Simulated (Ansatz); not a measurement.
# CH₅GeN: how energies converge with the basis set

Aim: see how fast density functionals converge with the basis set for CH₅GeN.

Method: one geometry, several basis sets; program: Ansatz 0.2.0, Gaussian basis.

Levels to be run: PBE0-D4/def2-SVP; ωB97M-V/def2-SVP; PBE0-D4/def2-QZVPP; ωB97M-V/def2-QZVPP; the functionals' def2-TZVPP values are taken from earlier runs.

**1. Structure used throughout**

All runs share one geometry, relaxed beforehand with PBE0-D4/def2-TZVP.

SMILES `[CH3][Ge][NH2]`, 8 atoms, charge 0, spin multiplicity 1.

Atoms are counted from 1 here; the program's logs count them from 0.

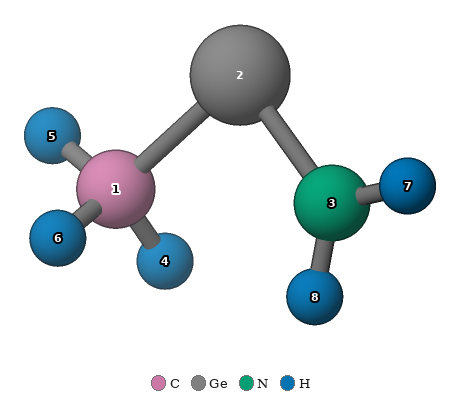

The geometry (carbon pink, germanium grey, nitrogen teal, hydrogen blue); atoms are numbered from 1 in the order of the file.

**2. PBE0-D4 in def2-SVP**

in.yaml

```yaml
crystal:
  periodic: [false, false, false]
  atoms:
    - {symbol: C, position_ang: [-0.661940, 0.861261, -0.597065]}
    - {symbol: Ge, position_ang: [1.191717, 0.622041, 0.118912]}
    - {symbol: N, position_ang: [0.922452, -1.068831, 0.733725]}
    - {symbol: H, position_ang: [-0.935736, 0.030513, -1.254252]}
    - {symbol: H, position_ang: [-0.759870, 1.794686, -1.153359]}
    - {symbol: H, position_ang: [-1.373346, 0.882748, 0.235157]}
    - {symbol: H, position_ang: [1.646563, -1.587998, 1.203184]}
    - {symbol: H, position_ang: [0.062460, -1.591520, 0.657898]}
basis:
  gaussian: {orbitals: def2-SVP}
hamiltonian: {xc: pbe0, dispersion: d4}
output: {orbitals: {seedname: orbitals}}
```

Started as:

```bash
$ ansatz run in.yaml --threads 2 --pin off --events-out ev --progress --plain --max-ram 20480MiB --backend cpu
```

Standard output:

```text
Functional definition: PBE0
  name "PBE0"
  cite "Adamo & Barone, J. Chem. Phys. 110, 6158 (1999) doi:10.1063/1.478522"
  cite "Perdew, Burke & Ernzerhof, Phys. Rev. Lett. 77, 3865 (1996) doi:10.1103/PhysRevLett.77.3865"
  parent pbe
  parameter a = 0.25
  parameter kappa = 0.804
  parameter beta = 0.06672455060314922
  exchange = (1 - a)*pbe_x(kappa = kappa, mu = beta*pi^2/3) + a*exact_x
  correlation = pbe_c(beta = beta)
866 factors; integrals over basis functions are off by at most 1.4e-3 eV
mean field evaluation 1: about -59097.7956 eV, gradient 6.6e1 eV
mean field evaluation 2: about -59074.5872 eV, gradient 1.1e2 eV
mean field evaluation 4: about -59107.3198 eV, gradient 7.1e0 eV
mean field evaluation 8: about -59107.5436 eV, gradient 1.3e-1 eV
mean field evaluation 16: about -59107.5436 eV, gradient 2.5e-5 eV
mean field -59107.54359784 eV, -2172.1621626886 hartree, gradient 2.5e-5 eV, S^2 0.000000; 0 other end points of the search recorded, 0 dependent functions left out
reference -59107.54362153 eV, -2172.1621635591 hartree; 25, 25 occupied and 60, 60 virtual orbitals, 866 factors
Total energy: -59107.65613890 eV, -2172.1662984962 hartree
```

Run time: 1.7 s. Hardware: 2 threads of AMD EPYC 7R13, shared host.

**3. ωB97M-V in def2-SVP**

in.yaml, as its differences from that of step 2:

```diff
@@ -13,3 +13,3 @@
   gaussian: {orbitals: def2-SVP}
-hamiltonian: {xc: pbe0, dispersion: d4}
+hamiltonian: {xc: {name: wB97M-V}}
 output: {orbitals: {seedname: orbitals}}
```

Same command.

Standard output (excerpt; [...] marks lines left out):

```text
Functional definition: wB97M-V
  name "wB97M-V"
  cite "Mardirossian & Head-Gordon, J. Chem. Phys. 144, 214110 (2016) doi:10.1063/1.4952647"
  cite "Becke, J. Chem. Phys. 107, 8554 (1997) doi:10.1063/1.475007"
  cite "Vydrov & Van Voorhis, J. Chem. Phys. 133, 244103 (2010) doi:10.1063/1.3521275"
  # Of w^i u^j: cxij and so on, Table III.
[...]
  gx(w, u) = 1 - cx + cx01*u + cx10*w
  gss(w, u) = css00 + css04*u^4 + css10*w + css20*w^2 + css43*w^4*u^3
  gos(w, u) = cos00 + cos10*w + (cos20 + cos21*u)*w^2 + (cos60 + cos61*u)*w^6
[...]
      + integral(e_c_pw_mod_opposite_spin*gos(b97_w_opposite, b97_u_opposite)) + vv10(b, c)
866 factors; integrals over basis functions are off by at most 1.4e-3 eV
241 factors; integrals over basis functions are off by at most 8.6e-6 eV
[...]
mean field -59113.25284093 eV, -2172.3719735021 hartree, gradient 4.5e-5 eV, S^2 0.000000; 0 other end points of the search recorded, 0 dependent functions left out
reference -59113.25287770 eV, -2172.3719748535 hartree; 25, 25 occupied and 60, 60 virtual orbitals, 866 factors
Total energy: -59113.25287770 eV, -2172.3719748535 hartree
```

Run time: 4.6 s. Hardware: 2 threads of AMD EPYC 7R13, shared host.

**4. PBE0-D4 in def2-QZVPP**

in.yaml, as its differences from that of step 3:

```diff
@@ -12,4 +12,4 @@
 basis:
-  gaussian: {orbitals: def2-SVP}
-hamiltonian: {xc: {name: wB97M-V}}
+  gaussian: {orbitals: "def2-QZVPP.json"}
+hamiltonian: {xc: pbe0, dispersion: d4}
 output: {orbitals: {seedname: orbitals}}
```

Started as:

```bash
$ ansatz run in.yaml --threads 2 --pin off --events-out ev --progress --plain --max-ram 20480MiB --backend cuda --devices 0, --max-vram 18GiB
```

Standard output:

```text
Functional definition: PBE0
  name "PBE0"
  cite "Adamo & Barone, J. Chem. Phys. 110, 6158 (1999) doi:10.1063/1.478522"
  cite "Perdew, Burke & Ernzerhof, Phys. Rev. Lett. 77, 3865 (1996) doi:10.1103/PhysRevLett.77.3865"
  parent pbe
  parameter a = 0.25
  parameter kappa = 0.804
  parameter beta = 0.06672455060314922
  exchange = (1 - a)*pbe_x(kappa = kappa, mu = beta*pi^2/3) + a*exact_x
  correlation = pbe_c(beta = beta)
1216 factors; their error is unknown
mean field evaluation 1: about -59105.4478 eV, gradient 8.2e1 eV
mean field evaluation 2: about -59072.9629 eV, gradient 1.3e2 eV
mean field evaluation 4: about -59118.7318 eV, gradient 1.1e1 eV
mean field evaluation 8: about -59119.0078 eV, gradient 3.0e-1 eV
mean field evaluation 16: about -59119.1501 eV, gradient 1.4e-4 eV
mean field -59119.15005231 eV, -2172.5886920231 hartree, gradient 2.6e-5 eV, S^2 0.000000; 0 other end points of the search recorded, 0 dependent functions left out
reference -59119.15008362 eV, -2172.5886931739 hartree; 25, 25 occupied and 328, 328 virtual orbitals, 1216 factors
Total energy: -59119.26260099 eV, -2172.5928281110 hartree
```

Wall time 3.3 s (1 × H100 (card shared with other runs) with 2 threads of AMD EPYC 7R13, shared host); peak host memory 0.87 GiB.

**5. ωB97M-V in def2-QZVPP**

in.yaml, as its differences from that of step 4:

```diff
@@ -13,3 +13,3 @@
   gaussian: {orbitals: "def2-QZVPP.json"}
-hamiltonian: {xc: pbe0, dispersion: d4}
+hamiltonian: {xc: {name: wB97M-V}}
 output: {orbitals: {seedname: orbitals}}
```

Launched as before.

Standard output (excerpt; [...] marks lines left out):

```text
Functional definition: wB97M-V
  name "wB97M-V"
  cite "Mardirossian & Head-Gordon, J. Chem. Phys. 144, 214110 (2016) doi:10.1063/1.4952647"
  cite "Becke, J. Chem. Phys. 107, 8554 (1997) doi:10.1063/1.475007"
  cite "Vydrov & Van Voorhis, J. Chem. Phys. 133, 244103 (2010) doi:10.1063/1.3521275"
  # Of w^i u^j: cxij and so on, Table III.
[...]
  gx(w, u) = 1 - cx + cx01*u + cx10*w
  gss(w, u) = css00 + css04*u^4 + css10*w + css20*w^2 + css43*w^4*u^3
  gos(w, u) = cos00 + cos10*w + (cos20 + cos21*u)*w^2 + (cos60 + cos61*u)*w^6
[...]
      + integral(e_c_pw_mod_opposite_spin*gos(b97_w_opposite, b97_u_opposite)) + vv10(b, c)
1204 factors; their error is unknown
289 factors; integrals over basis functions are off by at most 7.5e-6 eV
[...]
mean field -59124.95721308 eV, -2172.8021012454 hartree, gradient 7.1e-5 eV, S^2 0.000000; 0 other end points of the search recorded, 0 dependent functions left out
reference -59124.95726356 eV, -2172.8021031003 hartree; 25, 25 occupied and 328, 328 virtual orbitals, 1204 factors
Total energy: -59124.95726356 eV, -2172.8021031003 hartree
```

Run time: 3.2 s. Hardware: 1 × H100 (card shared with other runs) with 2 threads of AMD EPYC 7R13, shared host; peak host memory 0.93 GiB.

**6. Functionals by basis**

The def2-TZVPP values come from earlier runs at the same geometry.

```csv
functional,basis,functions,energy (eV),from the largest (eV),HOMO (eV),LUMO (eV)
PBE0-D4,def2-SVP,85,-59107.6561,11.606,-6.14,-1.17
PBE0-D4,def2-TZVPP,180,-59117.8739,1.389,-6.23,-1.32
PBE0-D4,def2-QZVPP,353,-59119.2626,0.000,-6.29,-1.42
ωB97M-V,def2-SVP,85,-59113.2529,11.704,-8.27,0.82
ωB97M-V,def2-TZVPP,180,-59123.6035,1.354,-8.36,0.64
ωB97M-V,def2-QZVPP,353,-59124.9573,0.000,-8.43,0.44
```

**7. Results**

| quantity | value |
| --- | --- |
| PBE0-D4: double and triple zeta above quadruple | 11.61, 1.39 eV |
| ωB97M-V: double and triple zeta above quadruple | 11.70, 1.35 eV |

For PBE0-D4 the step from double to triple zeta gains 10.22 eV and the next only 1.39 eV. These are total energies; as a rule much of such shifts cancels in differences, which this series doesn't test.
